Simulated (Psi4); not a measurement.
**AlH2O (SMILES [O][AlH2]) at UMP3/heavy-aug-cc-pVDZ (density fitting for correlation)**

What is the vertical ionisation energy of AlH2O at UMP3/heavy-aug-cc-pVDZ (density fitting for correlation)? 

The calculation is run with Psi4 1.11.

6 further runs of the same task are left out: 3 that didn't finish, 3 set aside as unsound or not needed.

### Step 1. The molecule

AlH2O has 4 atoms, charge 0, and is taken as a doublet. As SMILES, `[O][AlH2]`. Geometry: relaxed at PBE0-D4/def2-TZVP.

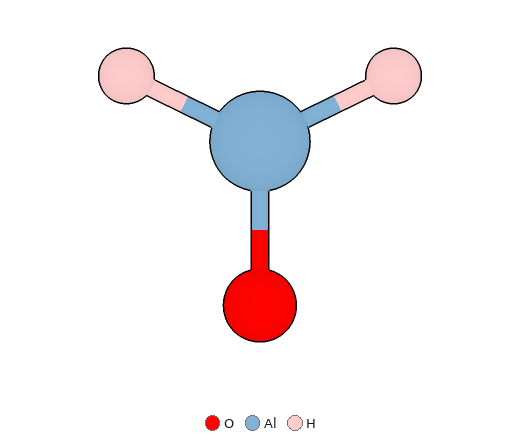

The structure, seen from a chosen angle (oxygen red, aluminium light blue, hydrogen pink).

### Step 2. A single-point energy at UMP3/heavy-aug-cc-pVDZ (density fitting for correlation)

File input.in:

```
memory 1600 mb

molecule {
  0 2
  O      0.062600    -0.856300     1.401400
  Al     0.011300     0.029900    -0.080400
  H     -1.149600    -0.360800    -1.076000
  H      1.131100     1.126800    -0.265300
  symmetry c1
}

set globals {
  basis heavy-aug-cc-pVDZ
  reference uhf
  scf_type pk
  freeze_core true
  mp_type df
}

e_tot = energy('mp3')
```

On the command line:

```bash
$ psi4 -i input.in -o input.out -n 1
```

input.out, shortened:

```text
[...]
  Running in c1 symmetry.
[...]
  Nuclear repulsion =   43.785130971524083
[...]
  Multiplicity = 2
[...]
  Nalpha       = 12
  Nbeta        = 11
[...]
    Number of basis functions: 60
[...]
   @UHF iter   1:  -317.49827187478911   -7.64444e-01   1.20404e-02 DIIS/ADIIS
[...]
   @UHF iter  16:  -317.93686314426731   -9.66338e-13   6.44648e-09 DIIS
[...]
   @S^2 Observed:                7.585450711E-01
[...]
    Orbital Energies [Eh]
    ---------------------
    Alpha Occupied:
       1A    -58.501100     2A    -20.610854     3A     -4.916872
       4A     -3.232096     5A     -3.230261     6A     -3.229238
       7A     -1.331621     8A     -0.634016     9A     -0.615005
      10A     -0.537553    11A     -0.515676    12A     -0.448697
    Alpha Virtual:
      13A      0.020611    14A      0.035221    15A      0.041378
      16A      0.050247    17A      0.076875    18A      0.114578
      19A      0.126937    20A      0.146360    21A      0.160246
      22A      0.165015    23A      0.176138    24A      0.238133
      25A      0.249051    26A      0.279626    27A      0.283656
[...]
  @UHF Final Energy:  -317.93686314426731
   => Energetics <=
    Nuclear Repulsion Energy =             43.7851309715240831
    One-Electron Energy =                -528.7735548498278604
    Two-Electron Energy =                 167.0515607340364852
    Total Energy =                       -317.9368631442672495
  UHF NO Occupations:
  HONO-2 :   10  A 1.9984322
  HONO-1 :   11  A 1.9982149
[...]
 Multipole Moments:
 ------------------------------------------------------------------------------------
     Multipole            Electronic (a.u.)      Nuclear  (a.u.)        Total (a.u.)
 ------------------------------------------------------------------------------------
 L = 1.  Multiply by 2.5417464519 to convert [e a0] to [Debye]
 Dipole X            :          0.0343126           -0.0547747           -0.0204621
 Dipole Y            :         -0.5866054            0.9427464            0.3561410
 Dipole Z            :          0.9803440           -1.5760525           -0.5957085
 Magnitude           :                                                    0.6943513
[...]
	DF-SCS-MP2 Total Energy (a.u.)     :  -318.16053801795294
	DF-SOS-MP2 Total Energy (a.u.)     :  -318.16250320138596
	DF-SCS(N)-MP2 Total Energy (a.u.)  :  -318.01813155278586
[...]
	DF-MP2 Total Energy (a.u.)         :  -318.15660765108680
[...]
	DF-MP3 Total Energy (a.u.)         :  -318.17868353829766
[...]
```

Run time: 3.3 s. Hardware: 1 thread of AMD EPYC 7B13 (Zen 3), shared host; peak memory 0.29 GiB.

### Step 3. The singlet cation, same level

File calc.in:

```
memory 1600 mb

molecule geom {
  1 1
  O      0.11829686    -1.61817248     2.64826219
  Al     0.02135391     0.05650281    -0.15193398
  H     -2.17242915    -0.68181319    -2.03334531
  H      2.13746922     2.12934340    -0.50134434
  units bohr
  symmetry c1
}

set basis heavy-aug-cc-pVDZ
set reference uhf
set scf_type pk
set freeze_core true
set mp_type df

e_tot = energy("mp3")
```

On the command line:

```bash
$ psi4 -i calc.in -o calc.out -n 1
```

calc.out, shortened:

```text
[...]
  Running in c1 symmetry.
[...]
  Nuclear repulsion =   43.785131009118416
[...]
  Multiplicity = 1
[...]
  Nalpha       = 11
  Nbeta        = 11
[...]
    Number of basis functions: 60
[...]
   @UHF iter   1:  -316.94489206614509   -2.11064e-01   1.19925e-02 ADIIS/DIIS
[...]
   @UHF iter  13:  -317.45285866121884    2.84217e-13   2.09385e-09 DIIS
[...]
   @S^2 Observed:                1.421085472E-14
[...]
    Orbital Energies [Eh]
    ---------------------
    Alpha Occupied:
       1A    -58.770100     2A    -21.065904     3A     -5.187636
       4A     -3.502295     5A     -3.500730     6A     -3.498804
       7A     -1.648745     8A     -0.987842     9A     -0.933634
      10A     -0.764620    11A     -0.690570
    Alpha Virtual:
      12A     -0.381546    13A     -0.166384    14A     -0.122550
      15A     -0.085998    16A     -0.076703    17A     -0.073554
      18A     -0.061365    19A     -0.046394    20A     -0.030323
      21A     -0.004449    22A     -0.001411    23A     -0.000615
      24A      0.065157    25A      0.072173    26A      0.087570
[...]
  @UHF Final Energy:  -317.45285866121884
   => Energetics <=
    Nuclear Repulsion Energy =             43.7851310091184160
    One-Electron Energy =                -521.3742205172494550
    Two-Electron Energy =                 160.1362308469122127
    Total Energy =                       -317.4528586612188406
  UHF NO Occupations:
  HONO-2 :    9  A 2.0000000
  HONO-1 :   10  A 2.0000000
[...]
 Multipole Moments:
 ------------------------------------------------------------------------------------
     Multipole            Electronic (a.u.)      Nuclear  (a.u.)        Total (a.u.)
 ------------------------------------------------------------------------------------
 L = 1.  Multiply by 2.5417464519 to convert [e a0] to [Debye]
 Dipole X            :          0.0438056           -0.0547747           -0.0109690
 Dipole Y            :         -0.7522164            0.9427464            0.1905300
 Dipole Z            :          1.2572462           -1.5760525           -0.3188063
 Magnitude           :                                                    0.3715635
[...]
	DF-SCS-MP2 Total Energy (a.u.)     :  -317.67418655034459
	DF-SOS-MP2 Total Energy (a.u.)     :  -317.67869074563498
	DF-SCS(N)-MP2 Total Energy (a.u.)  :  -317.52079907975639
[...]
	DF-MP2 Total Energy (a.u.)         :  -317.66517815976397
[...]
	DF-MP3 Total Energy (a.u.)         :  -317.69050842814005
[...]
```

Run time: 3.3 s. Hardware: 1 thread of AMD EPYC 7B13 (Zen 3), shared host; peak memory 0.29 GiB.

### Step 4. What came out

At UMP3/heavy-aug-cc-pVDZ (density fitting for correlation), 6 core orbitals frozen:

| quantity | value |
| --- | --- |
| doublet AlH2O: total energy | -318.17868 Eh |
| doublet AlH2O: HOMO energy (Hartree–Fock orbitals) (highest over α and β) | -12.21 eV |
| doublet AlH2O: LUMO energy (Hartree–Fock orbitals) (lowest over α and β) | 0.56 eV |
| doublet AlH2O: correlation energy (6 core orbitals frozen) | -241.8 mEh |
| doublet AlH2O: ⟨S²⟩ of the reference determinant | 0.759 |
| singlet cation: total energy | -317.69051 Eh |
| singlet cation: HOMO energy (Hartree–Fock orbitals) | -18.79 eV |
| singlet cation: LUMO energy (Hartree–Fock orbitals) | -10.38 eV |
| singlet cation: HOMO–LUMO gap (Hartree–Fock orbitals) | 8.41 eV |
| singlet cation: correlation energy (6 core orbitals frozen) | -237.6 mEh |
| vertical ionisation energy (to the singlet cation) | 13.284 eV |

**Reading.** The vertical ionisation energy comes to 13.28 eV (306 kcal/mol). Only the singlet of the ionised species was computed; a triplet could lie lower.
